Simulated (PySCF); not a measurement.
**Cl₃HHfO, SMILES `O[Hf](Cl)(Cl)Cl`: what the electrons do**

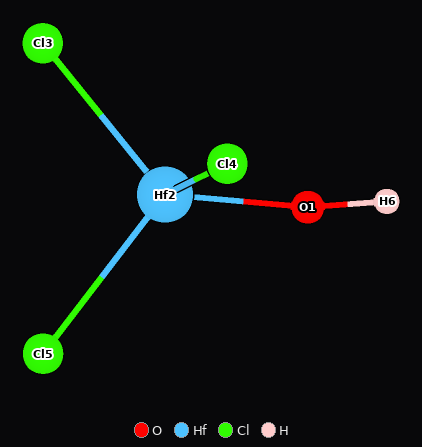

The molecule, with its atoms numbered as below. No frequency check shows the geometry to be a minimum.

Geometry (Å), atoms numbered from 1:

```
O1      -0.6820   -0.0122    1.9160
Hf2     -0.0200   -0.0013    0.2060
Cl3      1.1918    1.7709   -0.4456
Cl4     -1.9177   -0.0125   -1.0039
Cl5      1.2258   -1.7460   -0.4530
H6      -1.6063   -0.0181    2.1842
```

Part 1: Bonding charge

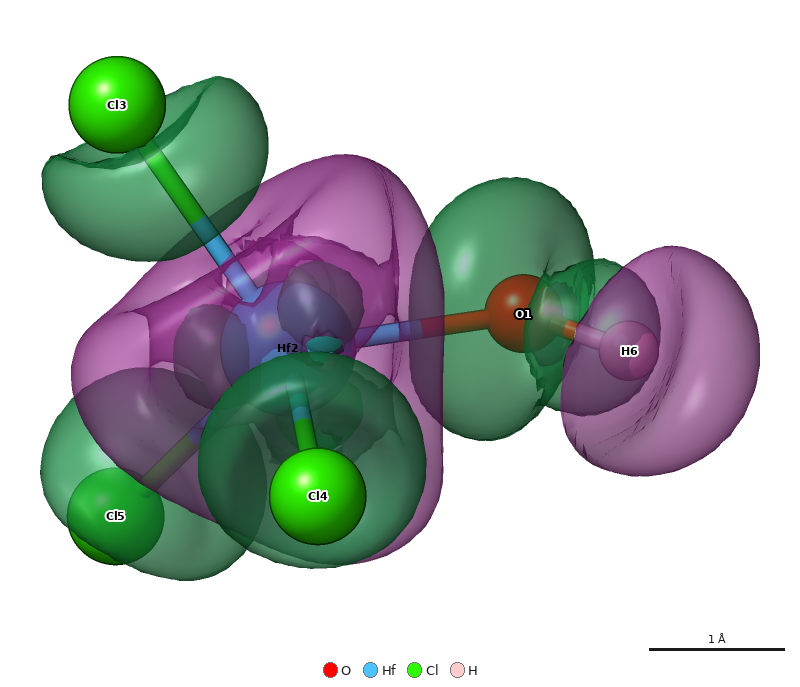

Deformation density (molecule less spherical, spin-averaged free atoms at the same positions), surfaces at ±0.04 e/Å³; green: gain, purple: loss.

Computed with PySCF, CAM-B3LYP/def2-SVP, geometry: GFN2-xTB. Core potentials replace the inner electrons of Hf; spin–orbit coupling isn't included. This is a single-reference result, which may miss multireference character in this system.

> Describe the bonding that the map shows.

Hf2–Cl4: +0.07 e/Å³ at the bond critical point (bond length 2.25 Å, Mayer order 1.3). Hf2–Cl5 and Hf2–Cl3: +0.07 e/Å³ at the bond critical point (bond length 2.24 Å, Mayer order 1.3); up to 0.6 Å beside the axis the gain reaches +0.18 e/Å³. O1–Hf2: +0.06 e/Å³ at the bond critical point (bond length 1.83 Å, Mayer order 1.3); up to 0.6 Å beside the axis the gain reaches +0.32 e/Å³. In all, 1.4 electrons gather in the regions of gain relative to the promolecule. A small or negative value marks a very polar bond, one between electron-rich atoms, whose free-atom densities already overlap strongly, a long bond to a heavier atom, or a closed-shell contact such as a hydrogen bond.

> Where do the Hirshfeld charges lie?

The highest Hirshfeld charge is on Hf2 (+0.64 e), the lowest on O1 (−0.34 e).

Part 2: Bond critical points

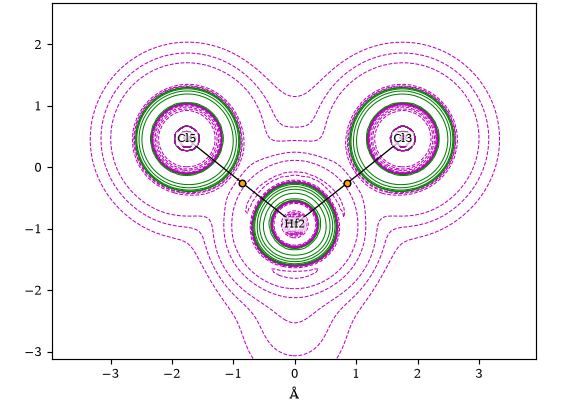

Negative Laplacian of the density (−∇²ρ) in the plane of Hf2, Cl3 and Cl5 (solid green lines positive, dashed magenta lines negative, contours at ±0.02 to ±8 a.u.), with bond paths and bond critical points (dots).

> Sort the bonds in the plane by the sign of ∇²ρ at their critical points.

At none is it concentrated. Depleted (∇²ρ > 0): Hf2–Cl5 and Hf2–Cl3 (+0.31 a.u., H = −0.028). A positive Laplacian with negative H is typical of metal–ligand bonds.

Part 3: Electrostatic potential

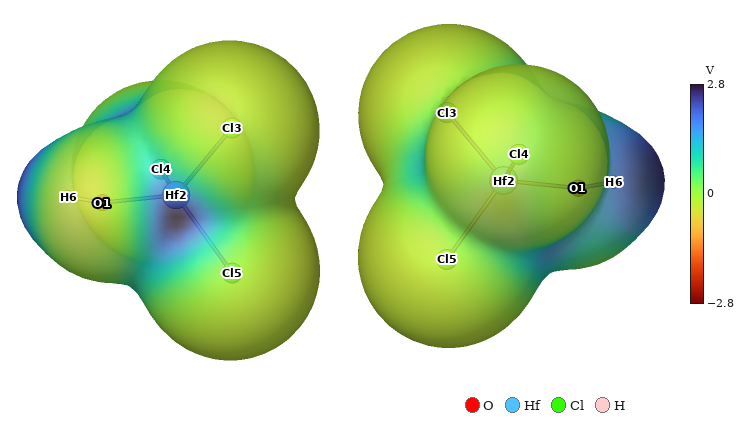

Electrostatic potential on the surface of electron density 0.001 a.u. (back view left, front view right).

> Where are the extremes of the potential on the surface?

Highest: 2.71 V, 1.2 Å from H6. Further maxima include 1.80 V, off the O1–Hf2 bond (2.2 to 2.3 Å from its atoms); 1.06 V, off the Hf2–Cl5 bond (2.3 to 2.4 Å from its atoms). Lowest: −0.48 V, 1.8 Å from O1. Further minima include −0.40 V, 2.1 Å from Cl3, and at like points elsewhere; −0.31 V, 2.1 Å from Cl4. The surface is sampled at points, so like sites can differ by a few per cent and only the strongest of them is named.

Part 4: Excited states

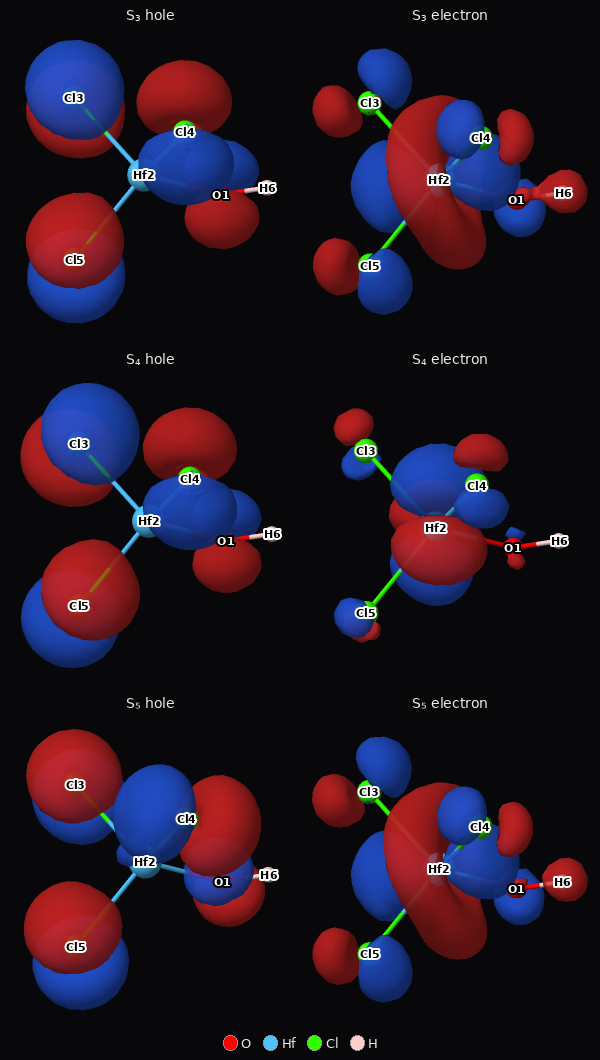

Leading natural transition orbitals (TDA singlet states).

Method: LC-wPBE/def2-SVP; geometry: GFN2-xTB; program: PySCF. Core potentials replace the inner electrons of Hf; spin–orbit coupling isn't included. This is a single-reference result, which may miss multireference character in this system. Without diffuse functions Rydberg states are missing, so the states' numbers hold for this basis only.

> Describe these excited states.

By state:
- S₃: 7.79 eV (159 nm), f = 0.001 (very weak), ligand-to-metal charge transfer; the leading pair carries 81 %; hole on Cl4 (32 %), Cl3 and Cl5 (24 % each) and O1 (12 %), electron on Hf2 (67 %), Cl3, Cl4 and Cl5 (9 % each) and O1 (5 %) (shares are of the whole state, not of the leading pair alone); their centroids lie 0.4 Å apart; S₄ lies within 0.1 eV of it.
- S₄: 7.88 eV (157 nm), f = 0.036, ligand-to-metal charge transfer; the leading pair carries 63 %; hole on Cl3 and Cl5 (31 % each), Cl4 (17 %) and O1 (12 %), electron on Hf2 (68 %) and Cl3, Cl4 and Cl5 (9 % each) (shares are of the whole state, not of the leading pair alone); their centroids lie 0.5 Å apart; S₃, S₅ and S₆ lie within 0.1 eV of it.
- S₅: 7.95 eV (156 nm), f = 0.009, ligand-to-metal charge transfer; the leading pair carries 64 %; hole on Cl4 (33 %), Cl3 and Cl5 (25 % each) and O1 (9 %), electron on Hf2 (68 %) and Cl3, Cl4 and Cl5 (9 % each) (shares are of the whole state, not of the leading pair alone); their centroids lie 0.5 Å apart; S₄ and S₆ lie within 0.1 eV of it.

Part 5: In an electric field

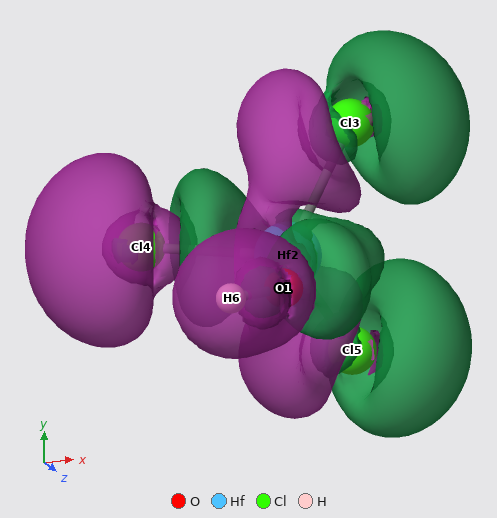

Change of the electron density in a uniform field of 0.41 V/Å, surfaces at ±0.002 e/Å³ (green: gain, purple: loss).

PySCF calculation, ωB97X/def2-SVPD, gas phase; geometry: GFN2-xTB. Core potentials replace the inner electrons of Hf; spin–orbit coupling isn't included. This is a single-reference result, which may miss multireference character in this system.

> Along which Cartesian direction does the field point?

Along −x: electrons gather on the +x side, against the field.

> What dipole is induced, and what polarisability does it imply?

The induced dipole is 1.70 D (along the field); α along this axis, from the fields in both directions, is 83 bohr³ (12.3 Å³).

> Which atoms gain and lose the most charge?

Electrons gather most on Cl3 and Cl5 alike (Hirshfeld charge changes by −0.026 e) and leave Cl4 most (+0.041 e); 0.136 electrons are displaced in all.

Part 6: Removing or adding an electron

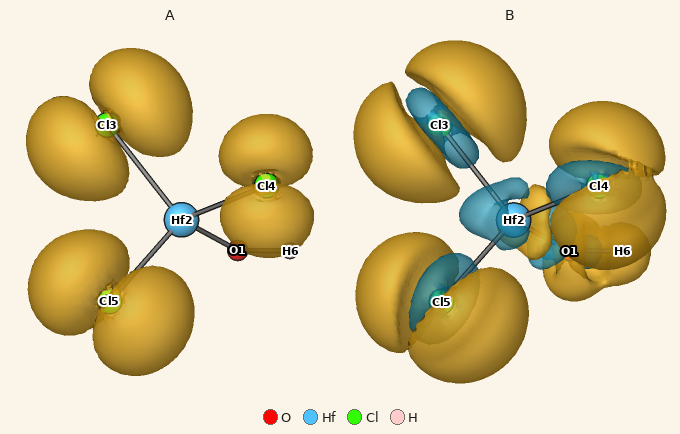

The Fukui function f⁻ from two separate SCF calculations and the density of the HOMO, at ±0.01 e/Å³ (yellow positive, teal negative).

Level of theory: PBE0/def2-SVPD (PySCF), at a geometry from GFN2-xTB. Core potentials replace the inner electrons of Hf; spin–orbit coupling isn't included. This is a single-reference result, which may miss multireference character in this system.

> Which panel is which, and how good is the frozen-orbital picture?

B is f⁻ (it has negative regions), A the HOMO density. The HOMO lies on Cl3 and Cl5 (39 % each), Cl4 (16 %) and Hf2 (6 %); f⁻ (Hirshfeld-condensed) is largest on Cl3 and Cl5 (0.29 each) and Cl4 (0.24); the vertical ionisation energy is 11.39 eV (the stability of the cation's solution wasn't checked). Relaxation shifts 18 % of the electron between atoms. The orbital energy is −9.43 eV.

Part 7: Localised orbitals

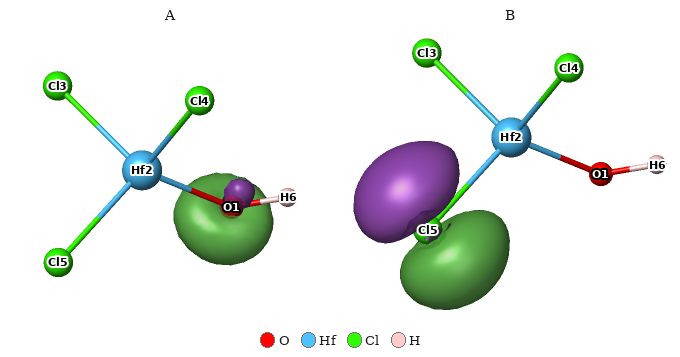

Pipek–Mezey orbitals, occupied; each surface holds about 70 % of the orbital's density. Energies are diagonal elements of the Fock matrix.

Computed with PySCF, CAM-B3LYP/def2-TZVP, geometry: GFN2-xTB. Core potentials replace the inner electrons of Hf; spin–orbit coupling isn't included. This is a single-reference result, which may miss multireference character in this system.

> What does each orbital represent in a Lewis picture?

By panel:
- A: lone pair on O1 (sp1.8-type) (O1 97 %; −16.9 eV)
- B: lone pair on Cl5 (p-type) (Cl5 98 %; −11.4 eV)
